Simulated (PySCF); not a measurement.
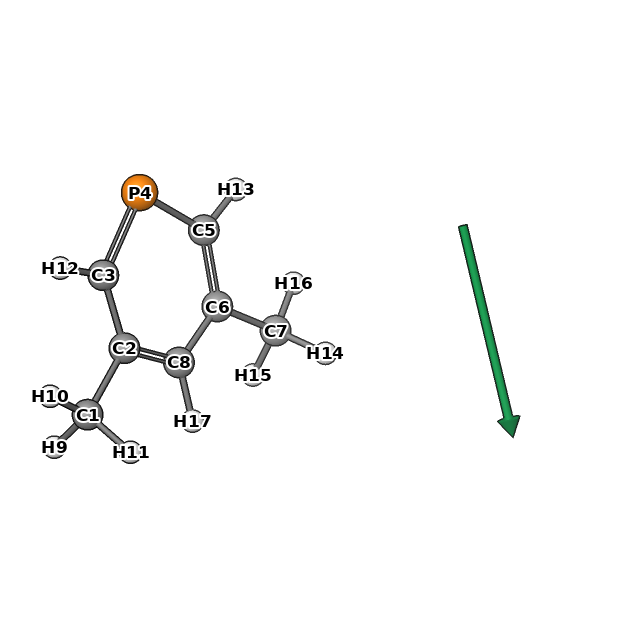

The arrow beside the molecule shows the direction of the dipole moment, from the negative to the positive end (its length means nothing). The geometry was computed by an optimisation with GFN2-xTB. No frequency run is at hand to confirm it as a minimum. Method: CAM-B3LYP/def2-SVPD, gas phase (PySCF 2.14.0).

Q: Estimate the dipole moment.

A: 2.12 D; it points from the side of P4 to the side of H15, H17 (the outermost atoms at the two ends).

The geometry is semi-empirical. Around P such bond lengths and angles can be off by a tenth of an ångström or more and by several degrees, and values that hang on the shape move with them.
